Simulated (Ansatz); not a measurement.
```xyz
9

N     0.7876    1.5578   -0.2749
B     0.5917    0.2346   -0.6714
F     1.2302   -0.2068   -1.7671
Sn   -0.7723   -1.1587    0.4830
H     1.3948    2.1929   -0.7860
H     0.3449    1.9666    0.5378
H    -2.0832   -1.7312   -0.4656
H     0.0513   -2.5410    1.0800
H    -1.4565   -0.3606    1.8471
```

Core potentials replace the inner electrons of Sn.

Method: RKS r2SCAN-D4/def2-SVP in Ansatz 0.2.0.

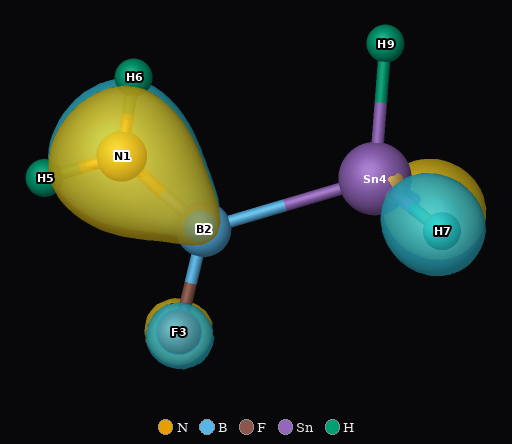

BFH5NSn (SMILES N[B](F)[SnH3]). The HOMO−1 at ±0.15 Å⁻³ᐟ² (yellow and cyan are the two phases), seen across its widest extent.

Question: Describe this orbital and give its energy.

Answer: By Hirshfeld shares it lies mainly on N1 (about 50 %), B2 (about 10 %), Sn4 (about 10 %), H7 (about 5 %) and H8 (about 5 %). Its energy is −7.48 eV.
